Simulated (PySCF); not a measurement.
Single-point calculation, with input and output: CoO₂Cl

The run: single-point calculation of CoO₂Cl, multiplicity 3. Method and program: UKS-based PBE0, Co def2-TZVP, O def2-TZVP, Cl def2-TZVP; non-relativistic Hamiltonian; density fitting (PySCF 2.14.0).

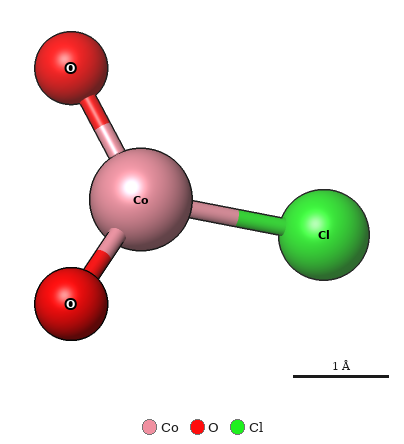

The structure as given in the input (ball-and-stick view, seen at a tilt). Sticks mark near contacts.

### Results in brief

- outcome: converged
- SCF energy: −1992.792160 hartree
- hardware: 4 threads of Intel Xeon (Granite Rapids), 16 GiB of memory available, shared host
- wall time: 26 s (CPU time 1.8 min)
- peak memory: 0.73 GiB

### The input
```python
from pyscf import gto, scf, dft
mol = gto.M(atom='''
Co     0.000000     0.000000     0.000000
O     -0.800000     1.385600     0.000000
O     -0.800000    -1.385600     0.000000
Cl     2.100000     0.000000     0.000000''',
    basis={'Co': 'def2-TZVP', 'O': 'def2-TZVP', 'Cl': 'def2-TZVP'},
    charge=0, spin=2)
mf = dft.UKS(mol, xc='PBE0')
mf.grids.atom_grid = (50, 194)
aux = {'Co': 'def2-universal-JKFIT', 'O': 'def2-universal-JKFIT', 'Cl': 'def2-universal-JKFIT'}
mf = mf.density_fit(auxbasis=aux)
mf.conv_tol = 1e-08
mf.diis_space = 10
mf.max_cycle = 60
mf.init_guess = 'minao'
mf.verbose = 4
mf.kernel()
```

The script is an equivalent of the set-up of the self-consistent field. The run itself was carried out by a driver, which started from the orbitals of the step before it where there was one and computed the further properties.

Run as:
```bash
OMP_NUM_THREADS=4 python axn.py task.json out
```

### The program's output
```
init E= -1991.95927934685
  alpha nocc = 31  HOMO = 0.184439334060685  LUMO = 0.187138015282342
  beta  nocc = 29  HOMO = 0.0256418723708833  LUMO = 0.173363882026896
cycle= 1 E= -1976.23081868711  delta_E= 15.7  |g|= 5.77  |ddm|= 8.55
  alpha nocc = 31  HOMO = -0.951717199534599  LUMO = -0.770037422357177
  beta  nocc = 29  HOMO = -1.1290052113678  LUMO = -1.12549479156517
cycle= 2 E= -1905.67798853463  delta_E= 70.6  |g|= 16.5  |ddm|= 13.6
  alpha nocc = 31  HOMO = -0.580157550531789  LUMO = -0.565147166319135
  beta  nocc = 29  HOMO = -0.598039822536536  LUMO = -0.576069225808095
  HOMO = -0.580157550532  LUMO = -0.576069225808  gap/eV = 0.11125
cycle= 3 E= -1962.90027776688  delta_E= -57.2  |g|=   11  |ddm|= 7.08
  alpha nocc = 31  HOMO = -0.56108402907616  LUMO = -0.499578051595845
  beta  nocc = 29  HOMO = -0.566691218697251  LUMO = -0.532559471434256
  HOMO = -0.561084029076  LUMO = -0.532559471434  gap/eV = 0.77619
cycle= 4 E= -1973.76529637838  delta_E= -10.9  |g|= 8.86  |ddm|= 2.59
  alpha nocc = 31  HOMO = -0.329663537919872  LUMO = -0.207496193269049
  beta  nocc = 29  HOMO = -0.348571314383948  LUMO = -0.321964797957781
  HOMO = -0.32966353792  LUMO = -0.321964797958  gap/eV = 0.20949
cycle= 5 E= -1979.08177660184  delta_E= -5.32  |g|= 6.73  |ddm|= 3.09
  alpha nocc = 31  HOMO = -0.477055519149701  LUMO = -0.375820966940171
  beta  nocc = 29  HOMO = -0.52166931600411  LUMO = -0.508744349653473
cycle= 6 E= -1982.34336563026  delta_E= -3.26  |g|= 5.47  |ddm|= 3.66
  alpha nocc = 31  HOMO = -0.33831489111188  LUMO = -0.271263372241337
  beta  nocc = 29  HOMO = -0.3378479576227  LUMO = -0.304304983684545
  HOMO = -0.337847957623  LUMO = -0.304304983685  gap/eV = 0.91275
cycle= 7 E= -1986.03137028227  delta_E= -3.69  |g|= 4.76  |ddm|= 2.05
  alpha nocc = 31  HOMO = -0.404246372959306  LUMO = -0.305931999853517
  beta  nocc = 29  HOMO = -0.415528506178973  LUMO = -0.385286694184653
  HOMO = -0.404246372959  LUMO = -0.385286694185  gap/eV = 0.51592
cycle= 8 E= -1990.36143602935  delta_E= -4.33  |g|= 3.12  |ddm|=  1.4
  alpha nocc = 31  HOMO = -0.391122771198264  LUMO = -0.273188937647566
  beta  nocc = 29  HOMO = -0.3917602694368  LUMO = -0.332493811187461
  HOMO = -0.391122771198  LUMO = -0.332493811187  gap/eV = 1.59538
cycle= 9 E= -1991.10840409462  delta_E= -0.747  |g|= 2.69  |ddm|= 0.285
  alpha nocc = 31  HOMO = -0.395677586248933  LUMO = -0.292775685074069
  beta  nocc = 29  HOMO = -0.388522843428689  LUMO = -0.348233463141775
  HOMO = -0.388522843429  LUMO = -0.348233463142  gap/eV = 1.09633
cycle= 10 E= -1991.09858424715  delta_E= 0.00982  |g|= 2.64  |ddm|= 0.451
  alpha nocc = 31  HOMO = -0.389368311140611  LUMO = -0.244187143726836
  beta  nocc = 29  HOMO = -0.386986886196689  LUMO = -0.31257020669479
  HOMO = -0.386986886197  LUMO = -0.312570206695  gap/eV = 2.02498
cycle= 11 E= -1991.52291352889  delta_E= -0.424  |g|= 2.34  |ddm|= 0.38
  alpha nocc = 31  HOMO = -0.112791491101445  LUMO = 0.0353687771519969
  beta  nocc = 29  HOMO = -0.119128787471518  LUMO = -0.103863111884515
  HOMO = -0.112791491101  LUMO = -0.103863111885  gap/eV = 0.24295
cycle= 12 E= -1990.20369646918  delta_E= 1.32  |g|=  3.2  |ddm|= 1.59
  alpha nocc = 31  HOMO = -0.33669307626305  LUMO = -0.182999113961261
  beta  nocc = 29  HOMO = -0.312741058867257  LUMO = -0.270728991553817
  HOMO = -0.312741058867  LUMO = -0.270728991554  gap/eV = 1.14321
cycle= 13 E= -1992.41141515788  delta_E= -2.21  |g|= 1.29  |ddm|= 1.39
  alpha nocc = 31  HOMO = -0.340962095229617  LUMO = -0.167309990302473
  beta  nocc = 29  HOMO = -0.320852135451279  LUMO = -0.290039394327158
  HOMO = -0.320852135451  LUMO = -0.290039394327  gap/eV = 0.83846
cycle= 14 E= -1992.77636914634  delta_E= -0.365  |g|= 0.178  |ddm|= 0.369
  alpha nocc = 31  HOMO = -0.320597589211853  LUMO = -0.151094888838406
  beta  nocc = 29  HOMO = -0.311386530281125  LUMO = -0.258847473763218
  HOMO = -0.311386530281  LUMO = -0.258847473763  gap/eV = 1.42966
cycle= 15 E= -1992.78941957693  delta_E= -0.0131  |g|= 0.0542  |ddm|= 0.152
  alpha nocc = 31  HOMO = -0.322961280983932  LUMO = -0.153770436181531
  beta  nocc = 29  HOMO = -0.317796106759045  LUMO = -0.258664534890869
  HOMO = -0.317796106759  LUMO = -0.258664534891  gap/eV = 1.60905
cycle= 16 E= -1992.78981700192  delta_E= -0.000397  |g|= 0.0553  |ddm|= 0.0552
  alpha nocc = 31  HOMO = -0.323131025372537  LUMO = -0.153981400123043
  beta  nocc = 29  HOMO = -0.318165532969096  LUMO = -0.258366736662275
  HOMO = -0.318165532969  LUMO = -0.258366736662  gap/eV = 1.62721
cycle= 17 E= -1992.79104074555  delta_E= -0.00122  |g|= 0.0208  |ddm|= 0.0351
  alpha nocc = 31  HOMO = -0.323841802757249  LUMO = -0.156303791148706
  beta  nocc = 29  HOMO = -0.31925204515846  LUMO = -0.257408106257692
  HOMO = -0.319252045158  LUMO = -0.257408106258  gap/eV = 1.68286
cycle= 18 E= -1992.79154890468  delta_E= -0.000508  |g|= 0.0117  |ddm|= 0.0321
  alpha nocc = 31  HOMO = -0.324511511156227  LUMO = -0.159347990935456
  beta  nocc = 29  HOMO = -0.319621593488997  LUMO = -0.256204815004011
  HOMO = -0.319621593489  LUMO = -0.256204815004  gap/eV = 1.72566
cycle= 19 E= -1992.79182070068  delta_E= -0.000272  |g|= 0.00344  |ddm|= 0.033
  alpha nocc = 31  HOMO = -0.32428972682019  LUMO = -0.159771764421755
  beta  nocc = 29  HOMO = -0.319139586107089  LUMO = -0.255597759902251
  HOMO = -0.319139586107  LUMO = -0.255597759902  gap/eV = 1.72906
cycle= 20 E= -1992.79188574428  delta_E= -6.5e-05  |g|= 0.0034  |ddm|= 0.0132
  alpha nocc = 31  HOMO = -0.324261489412086  LUMO = -0.160266204982274
  beta  nocc = 29  HOMO = -0.3188874829895  LUMO = -0.255334425191577
  HOMO = -0.31888748299  LUMO = -0.255334425192  gap/eV = 1.72937
cycle= 21 E= -1992.79193838393  delta_E= -5.26e-05  |g|= 0.00229  |ddm|= 0.0113
  alpha nocc = 31  HOMO = -0.324087175820649  LUMO = -0.160225386762269
  beta  nocc = 29  HOMO = -0.318611566103354  LUMO = -0.25495991342445
  HOMO = -0.318611566103  LUMO = -0.254959913424  gap/eV = 1.73205
cycle= 22 E= -1992.79197722685  delta_E= -3.88e-05  |g|= 0.00278  |ddm|= 0.00911
  alpha nocc = 31  HOMO = -0.323835866374458  LUMO = -0.160502800602871
  beta  nocc = 29  HOMO = -0.318171410421041  LUMO = -0.254509978753454
  HOMO = -0.318171410421  LUMO = -0.254509978753  gap/eV = 1.73232
cycle= 23 E= -1992.79203823489  delta_E= -6.1e-05  |g|= 0.00182  |ddm|= 0.0158
  alpha nocc = 31  HOMO = -0.323412535174401  LUMO = -0.160724575238364
  beta  nocc = 29  HOMO = -0.317492700428749  LUMO = -0.253945529053006
  HOMO = -0.317492700429  LUMO = -0.253945529053  gap/eV = 1.72921
cycle= 24 E= -1992.79212047447  delta_E= -8.22e-05  |g|= 0.00245  |ddm|= 0.0283
  alpha nocc = 31  HOMO = -0.323011510492382  LUMO = -0.1607089327289
  beta  nocc = 29  HOMO = -0.31692164610177  LUMO = -0.253638221041529
  HOMO = -0.316921646102  LUMO = -0.253638221042  gap/eV = 1.72203
cycle= 25 E= -1992.79215058304  delta_E= -3.01e-05  |g|= 0.00142  |ddm|= 0.016
  alpha nocc = 31  HOMO = -0.323025521048858  LUMO = -0.160725916174482
  beta  nocc = 29  HOMO = -0.316910085316094  LUMO = -0.253783471375775
  HOMO = -0.316910085316  LUMO = -0.253783471376  gap/eV = 1.71776
cycle= 26 E= -1992.79215944298  delta_E= -8.86e-06  |g|= 0.00115  |ddm|= 0.0051
  alpha nocc = 31  HOMO = -0.322996668354957  LUMO = -0.160762391360865
  beta  nocc = 29  HOMO = -0.31685552952254  LUMO = -0.253744446402497
  HOMO = -0.316855529523  LUMO = -0.253744446402  gap/eV = 1.71734
cycle= 27 E= -1992.79216423205  delta_E= -4.79e-06  |g|= 0.00125  |ddm|= 0.00244
  alpha nocc = 31  HOMO = -0.322880861153775  LUMO = -0.160839068896462
  beta  nocc = 29  HOMO = -0.316660836704825  LUMO = -0.253631396817138
  HOMO = -0.316660836705  LUMO = -0.253631396817  gap/eV = 1.71512
cycle= 28 E= -1992.79215912802  delta_E= 5.1e-06  |g|= 0.00112  |ddm|= 0.00922
  alpha nocc = 31  HOMO = -0.322828152949642  LUMO = -0.160917393438733
  beta  nocc = 29  HOMO = -0.316556512153003  LUMO = -0.253555501060342
  HOMO = -0.316556512153  LUMO = -0.25355550106  gap/eV = 1.71434
cycle= 29 E= -1992.79215840372  delta_E= 7.24e-07  |g|= 0.000951  |ddm|= 0.00576
  alpha nocc = 31  HOMO = -0.322781887339101  LUMO = -0.160893678270521
  beta  nocc = 29  HOMO = -0.316476021934866  LUMO = -0.253563480617565
  HOMO = -0.316476021935  LUMO = -0.253563480618  gap/eV = 1.71194
cycle= 30 E= -1992.79215940597  delta_E= -1e-06  |g|= 0.000198  |ddm|= 0.00254
  alpha nocc = 31  HOMO = -0.32277585846617  LUMO = -0.160935813551991
  beta  nocc = 29  HOMO = -0.316448457443865  LUMO = -0.253558747714257
  HOMO = -0.316448457444  LUMO = -0.253558747714  gap/eV = 1.71132
cycle= 31 E= -1992.79215956796  delta_E= -1.62e-07  |g|= 0.000151  |ddm|= 0.00158
  alpha nocc = 31  HOMO = -0.322756548084607  LUMO = -0.160918294111497
  beta  nocc = 29  HOMO = -0.316434239037147  LUMO = -0.25355679815796
  HOMO = -0.316434239037  LUMO = -0.253556798158  gap/eV = 1.71098
cycle= 32 E= -1992.79215960483  delta_E= -3.69e-08  |g|= 0.000104  |ddm|= 0.000437
  alpha nocc = 31  HOMO = -0.322759658213232  LUMO = -0.160931035972495
  beta  nocc = 29  HOMO = -0.316439604117127  LUMO = -0.253560147148695
  HOMO = -0.316439604117  LUMO = -0.253560147149  gap/eV = 1.71104
cycle= 33 E= -1992.79215961244  delta_E= -7.61e-09  |g|= 5.47e-05  |ddm|= 0.00016
  alpha nocc = 31  HOMO = -0.322755106737904  LUMO = -0.160917692287403
  beta  nocc = 29  HOMO = -0.31644081652562  LUMO = -0.253550606385795
  HOMO = -0.316440816526  LUMO = -0.253550606386  gap/eV = 1.71133
```

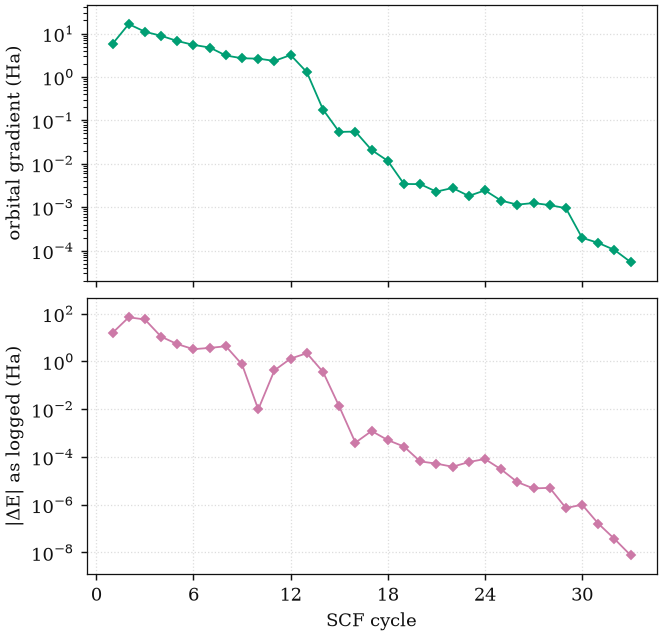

Convergence of the self-consistent field: orbital gradient and size of the energy change against the SCF cycle. The residual lingers near 2 × 10⁻³ from about step 19 to 29 before it falls again.

```
Extra cycle  E= -1992.79215960596  delta_E= 6.48e-09  |g|= 0.000137  |ddm|= 0.00013
converged SCF energy = -1992.79215960596  <S^2> = 2.0826222  2S+1 = 3.0545849
```
